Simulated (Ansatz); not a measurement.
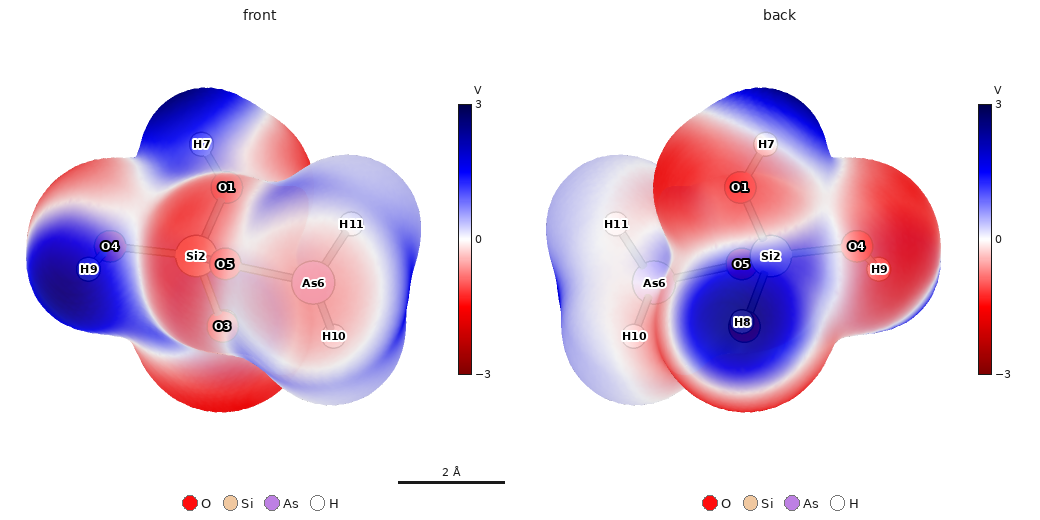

AsH₅O₄Si (SMILES O[Si](O)(O)O[AsH2]). The molecular electrostatic potential painted on the density surface at 0.002 e/bohr³, seen from the front and from behind; red is negative and blue positive.

Theory: RKS PBE0/def2-SVP in Ansatz.

```tsv
atom	x (Å)	y (Å)	z (Å)
O	-1.2257	-1.1954	-0.6713
Si	-0.4252	-0.4236	0.5461
O	0.5907	-1.5322	1.2174
O	-1.5709	0.1834	1.5648
O	0.5054	0.8507	0.0740
As	2.0016	0.8619	-0.9329
H	-2.0693	-0.8049	-0.9172
H	0.2632	-2.4359	1.2343
H	-1.2980	0.9545	2.0706
H	2.6387	-0.4129	-0.3683
H	1.4436	0.0739	-2.1272
```

### Which sites attract a positive test charge, and which a negative one?

A positive charge is drawn to the negative regions and a negative charge to the positive ones. The most negative region (about −1.5 V) lies over O3, the most positive (about +2.5 V) over H7, H8 and H9. O3 is the likeliest acceptor of a hydrogen bond.
